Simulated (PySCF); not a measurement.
## Excited-state calculation of Si$_{2}$P$_{2}$H$_{5}$F

System: Si$_{2}$P$_{2}$H$_{5}$F, SMILES F[SiH]1P[SiH2]P1.
Method: TDDFT PBE0/def2-SVPD, vertical, gas phase, core orbitals frozen in the response (PySCF 2.14.0).

The geometry comes from this level: GFN2-xTB.

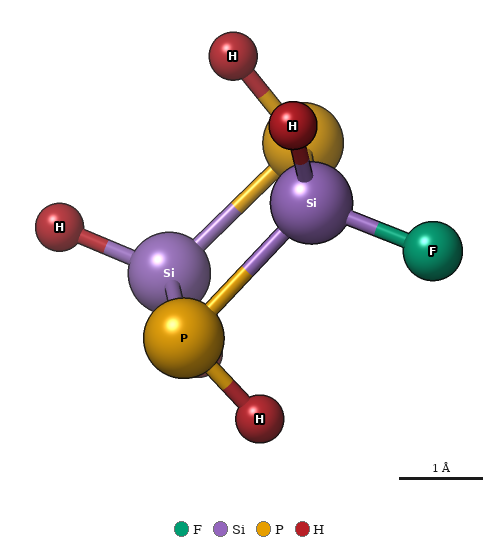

Fig. 1: The structure (ball-and-stick view, seen at a tilt). Bond lengths as drawn: F–Si 1.61 Å, H–P 1.38 Å, H–Si 1.45 to 1.46 Å and P–Si 2.26 to 2.28 Å.

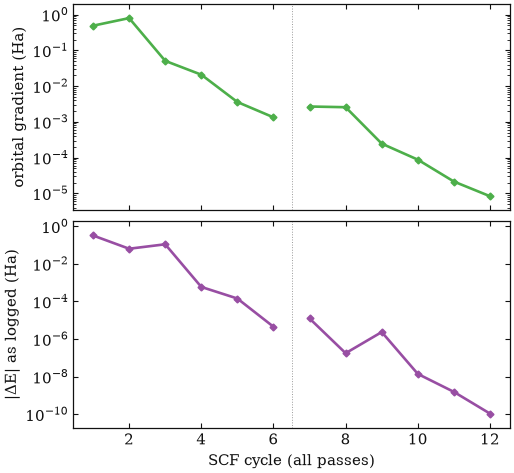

Fig. 2: Convergence of the self-consistent field: orbital gradient and size of the energy change against the SCF cycle. The dotted line marks the change from a coarse to the final integration grid. The first 6 cycles use a coarse grid, the final grid takes over at cycle 7, and the field converges after 12 cycles in all.

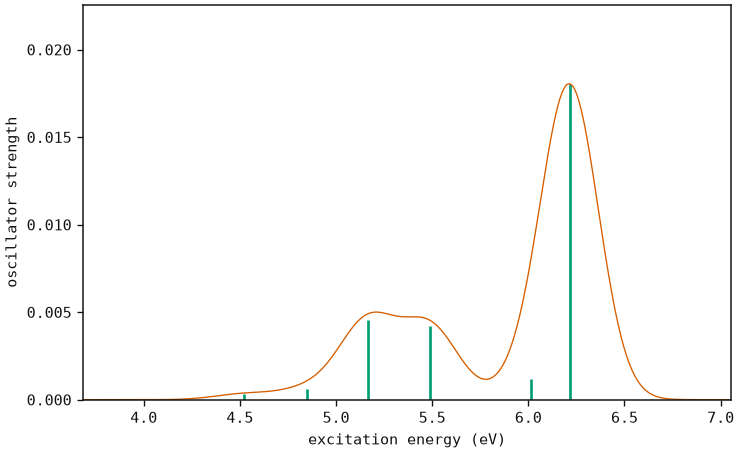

Fig. 3: Computed excitations as sticks (degenerate states added up, dark ones marked on the axis), with a Gaussian envelope of 0.35 eV full width at half maximum, scaled to the tallest. Of the 6 states the lowest lies at 4.52 eV (f = 0.000); the strongest line is at 6.22 eV, or 199 nm (f = 0.018).

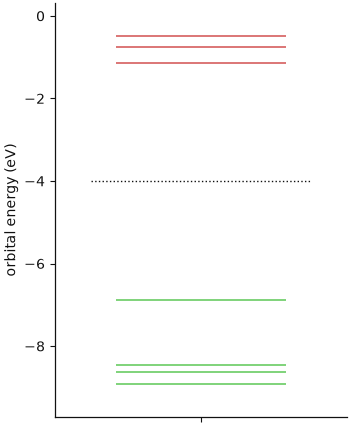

Fig. 4: Orbital energies near the frontier; the dotted line parts filled from empty levels, and levels within 0.02 eV of each other stand side by side. Highest filled −6.87 eV, lowest empty −1.13 eV, 5.74 eV apart.

The input and output of the run follow.

Input:
```
{"job": {"kind": "uv", "xc": "PBE0", "basis": "def2-SVPD", "nstates": 6, "ntriplets": 2}, "charge": 0, "multiplicity": 1}
F     -0.608386    -2.551067    -0.654454
Si    -0.168921    -1.401078     0.389289
P     -1.630194     0.333031     0.411819
Si     0.184147     1.482636    -0.333603
P      1.613158    -0.287788    -0.437362
H     -0.042280    -2.104635     1.654094
H     -2.130218     0.062505    -0.849602
H      0.020393     2.067440    -1.663266
H      0.573748     2.481251     0.661092
H      2.197437    -0.077642     0.799465
```

The first line tells a small driver script what to run in PySCF; the rest is the geometry in Å.

Launch command:
```bash
OMP_NUM_THREADS=1 python <driver script> task.json out
```

The program's output:
```
coarse grid: 10688 points
cycle   1  E = -1363.3681116144  dE =  3.237e-01  |g| = 4.887e-01  |ddm| = 3.794e+00
cycle   2  E = -1363.3043090311  dE =  6.380e-02  |g| = 7.973e-01  |ddm| = 1.208e+00
cycle   3  E = -1363.4144453764  dE = -1.101e-01  |g| = 5.073e-02  |ddm| = 6.637e-01
cycle   4  E = -1363.4150372894  dE = -5.919e-04  |g| = 2.083e-02  |ddm| = 1.289e-01
cycle   5  E = -1363.4151802040  dE = -1.429e-04  |g| = 3.580e-03  |ddm| = 4.999e-02
cycle   6  E = -1363.4151847095  dE = -4.505e-06  |g| = 1.336e-03  |ddm| = 9.584e-03
final grid: 86168 points
cycle   7  E = -1363.5700337357  dE = -1.240e-05  |g| = 2.683e-03  |ddm| = 5.822e-02
cycle   8  E = -1363.5700339120  dE = -1.764e-07  |g| = 2.563e-03  |ddm| = 1.101e-02
cycle   9  E = -1363.5700362650  dE = -2.353e-06  |g| = 2.455e-04  |ddm| = 5.600e-03
cycle  10  E = -1363.5700362789  dE = -1.391e-08  |g| = 8.735e-05  |ddm| = 4.031e-04
cycle  11  E = -1363.5700362805  dE = -1.537e-09  |g| = 2.133e-05  |ddm| = 1.101e-04
cycle  12  E = -1363.5700362806  dE = -1.075e-10  |g| = 8.295e-06  |ddm| = 4.107e-05
converged SCF energy = -1363.5700362806

Static polarisability (au): isotropic 102.627, principal 81.137 111.214 115.531

Singlet excitations
state   eV       nm        f      main configurations
  1   4.5216    274.2   0.00034   H->L 0.98
  2   4.8510    255.6   0.00061   H->L+1 0.98
  3   5.1656    240.0   0.00457   H->L+2 0.97
  4   5.4880    225.9   0.00422   H->L+3 0.97
  5   6.0143    206.1   0.00119   H-1->L 0.95
  6   6.2173    199.4   0.01805   H-2->L 0.84, H-3->L 0.09

Triplet excitations (Tamm-Dancoff, eV): 4.0235 4.3188
```

Results in brief:

```tsv
quantity	value
outcome	converged
total energy	−1363.570036 hartree
HOMO	−6.87 eV
LUMO	−1.13 eV
dipole moment	1.70 D
mean polarisability	102.63 a.u.
lowest singlet excitation	4.52 eV
hardware	1 CPU thread, shared host
wall time	10 s
peak memory	0.69 GiB
```
